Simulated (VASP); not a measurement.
Here is the system:

```xyz
12
Lattice="6.6795 0.0000 -0.0071 0.0000 6.6198 0.0000 -1.1142 0.0000 6.7713" Properties=species:S:1:pos:R:3 pbc="T T T"
W      1.6416     0.2991     1.3571
W      4.4809     3.6089     2.0215
W      3.9238     6.3207     5.4071
W      1.0845     3.0108     4.7428
Te     0.1674     2.3111     2.3082
Te     5.9550     5.6210     1.0703
Te     5.3979     4.3087     4.4560
Te    -0.3896     0.9988     5.6939
Te     2.4507     5.0383     3.3390
Te     3.6717     1.7285     0.0396
Te     3.1146     1.5814     3.4252
Te     1.8937     4.8913     6.7247
```

Method: PBEsol GGA, VASP's PBE PAW potentials (set 64) (plane waves; VASP 6.6.1). Settings: 400 eV cut-off, 5×5×5 Γ-centred mesh, tetrahedra with Blöchl corrections, potentials W_sv Te.

Unless said otherwise, spin-orbit coupling is left out, though it shifts the bands of the heavy elements here.

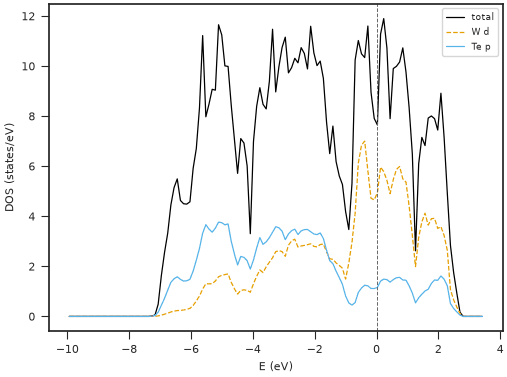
Figure. Total and projected density of states, zero at the Fermi level

Within 2 eV below the Fermi level the largest weight inside VASP's projection spheres is W d, then Te p.

It has no gap at this level: it comes out as a metal or semimetal.

The structure was generated: Te2W was put into the baddeleyite type (P2_1/c), which need not be its known phase. It was relaxed first, which changed the volume by -23 %.
